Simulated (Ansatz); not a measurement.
## Single-point calculation of B2H2Cl4

B2H2Cl4, SMILES Cl[BH-]1[Cl+][BH-](Cl)[Cl+]1, computed with RKS PBE0-D4/def2-TZVPP (Ansatz 0.2.0).

The geometry comes from this level: PBE0-D4/def2-TZVP.

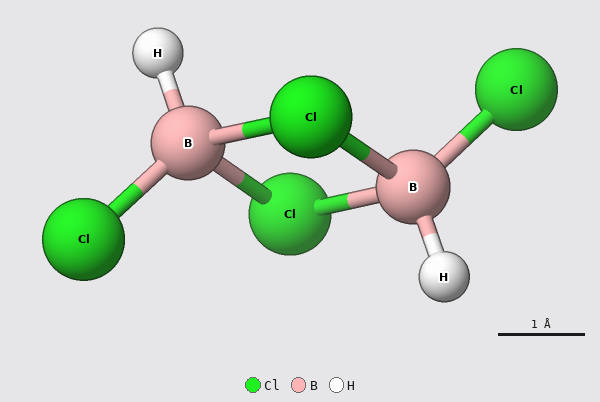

The input geometry (ball-and-stick view, seen at a tilt). Bond lengths as drawn: B–Cl 1.76 to 1.96 Å and B–H 1.19 Å.

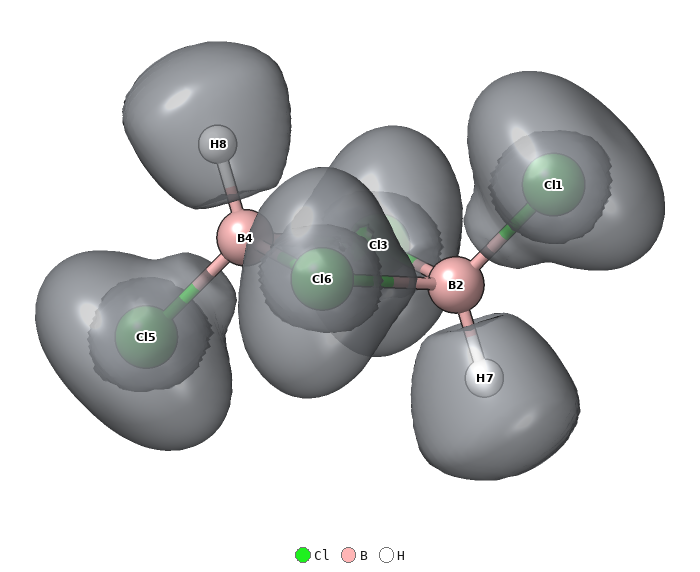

Isosurface of the ELF at 0.75 (grey), seen at a tilt. Core shells and regions of very low density are left out. Along the contacts the grid gives the following.

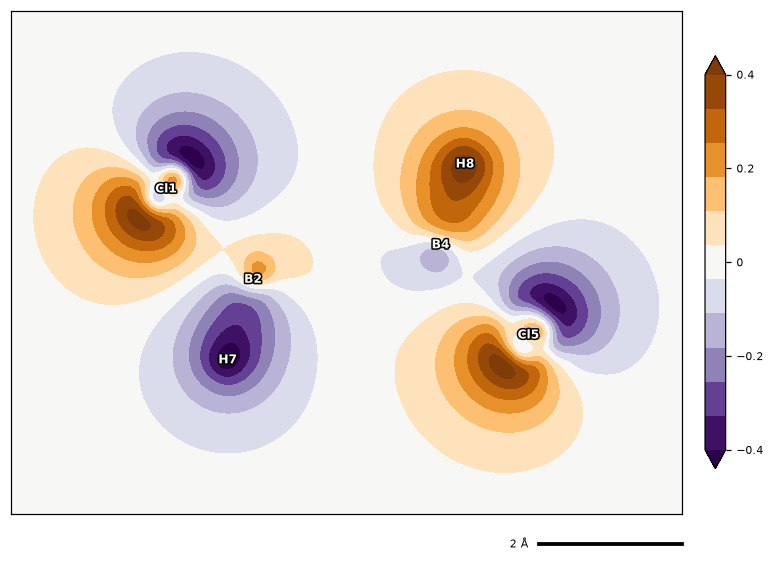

The HOMO on the plane of atoms Cl1, B2 and H7 (values in Å⁻³ᐟ²; the overall sign is arbitrary). By Hirshfeld shares it lies mainly on Cl1 (25 %), Cl5 (25 %), Cl6 (10 %), Cl3 (10 %) and H7 (10 %); it is ungerade (odd under inversion). Its energy is −8.81 eV.

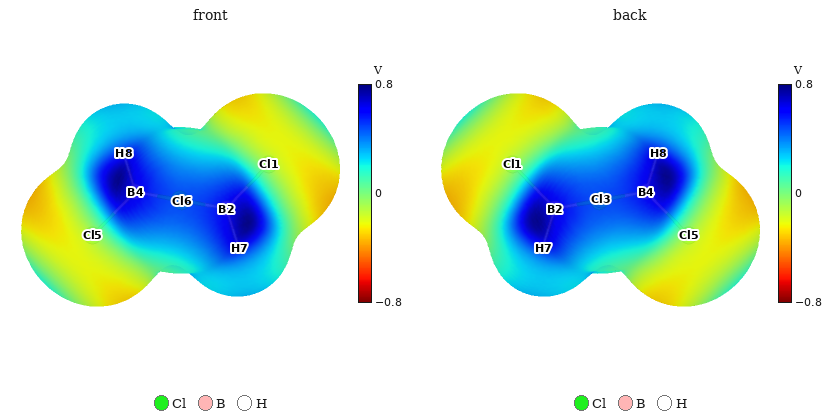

The electrostatic potential painted on the density surface at 0.001 e/bohr³, seen face on and from behind; red is negative and blue positive.

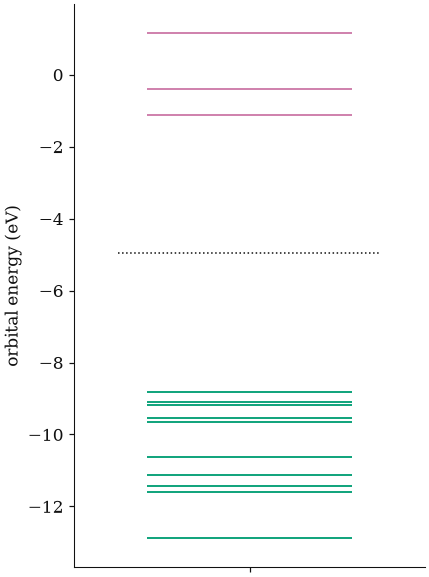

Orbital energies near the frontier; the dotted line parts filled from empty levels, and levels within 0.02 eV of each other stand side by side. Highest filled −8.81 eV, lowest empty −1.13 eV, 7.68 eV apart.

The input and output of the run follow.

### Input file
```yaml
crystal:
  periodic: [false, false, false]
  atoms:
    - {symbol: Cl, position_ang: [0.859291, 0.372635, 2.575041]}
    - {symbol: B, position_ang: [1.005375, 0.342227, 0.816277]}
    - {symbol: Cl, position_ang: [-0.414519, 1.371738, -0.063797]}
    - {symbol: B, position_ang: [-1.004203, -0.341928, -0.816097]}
    - {symbol: Cl, position_ang: [-0.875739, -0.377621, -2.576020]}
    - {symbol: Cl, position_ang: [0.423776, -1.369406, 0.053101]}
    - {symbol: H, position_ang: [2.042322, 0.638425, 0.324427]}
    - {symbol: H, position_ang: [-2.036304, -0.636070, -0.312923]}
basis:
  gaussian: {orbitals: def2-TZVPP}
hamiltonian: {xc: pbe0, dispersion: d4}
output: {orbitals: {seedname: orbitals}}
```

Run as:
```bash
ansatz run in.yaml --threads 4 --pin off --events-out ev --progress --plain --max-ram 10444MiB
```

### Output
```
Functional definition: PBE0
  name "PBE0"
  cite "Adamo & Barone, J. Chem. Phys. 110, 6158 (1999) doi:10.1063/1.478522"
  cite "Perdew, Burke & Ernzerhof, Phys. Rev. Lett. 77, 3865 (1996) doi:10.1103/PhysRevLett.77.3865"
  parent pbe
  parameter a = 0.25
  parameter kappa = 0.804
  parameter beta = 0.06672455060314922
  exchange = (1 - a)*pbe_x(kappa = kappa, mu = beta*pi^2/3) + a*exact_x
  correlation = pbe_c(beta = beta)
1756 factors; their error is unknown
mean field evaluation 1: about -51461.5891 eV, gradient 2.1e1 eV
mean field evaluation 2: about -51461.5438 eV, gradient 2.4e1 eV
mean field evaluation 4: about -51462.8330 eV, gradient 1.4e0 eV
mean field evaluation 8: about -51462.9663 eV, gradient 2.0e-2 eV
mean field -51462.96634724 eV, -1891.2291304098 hartree, gradient 4.3e-5 eV, S^2 0.000000; 0 other end points of the search recorded, 0 dependent functions left out
reference -51462.96637986 eV, -1891.2291316083 hartree; 40, 40 occupied and 218, 218 virtual orbitals, 1756 factors
Total energy: -51463.24135409 eV, -1891.2392367251 hartree
```

### Results in brief

```tsv
quantity	value
outcome	converged
total energy	−51463.2414 eV
mean-field energy	−51462.9664 eV
dispersion energy	−0.2750 eV
SCF solution under orbital rotations	stable
HOMO	−8.81 eV
LUMO	−1.13 eV
hardware	4 threads of Arm Neoverse V2, 23 GiB of memory available, shared host
wall time	4.4 s (CPU time 17 s)
peak memory	0.91 GiB
```
